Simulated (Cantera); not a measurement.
Feed: 1 mol CO2, 0.49 mol H2, 0.078 mol O2, at 0.133 bar.

Cantera equilibrium calculation (NASA polynomials, part measured and part estimated; ideal gas, pure solids and liquids). Candidate condensed phases: C, C6H6, C7H8, C8H18, H2O; 110 gas species. The numbers say what is thermodynamically allowed, not how fast it happens.

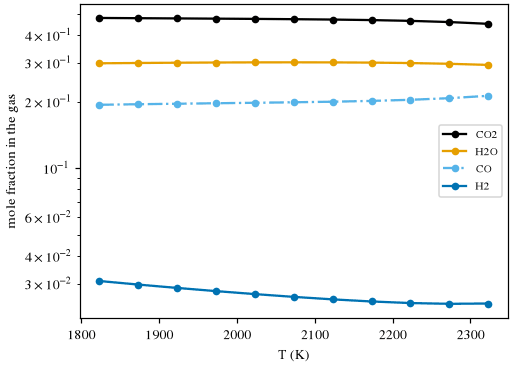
Fig. 1. Equilibrium gas composition (values under 1e-9 drawn at 1e-9)

**Question.** Read off the mole fractions at 2223 K.

**Answer.** CO2 about 0.46, H2O about 0.30, CO about 0.20, H2 about 0.024.
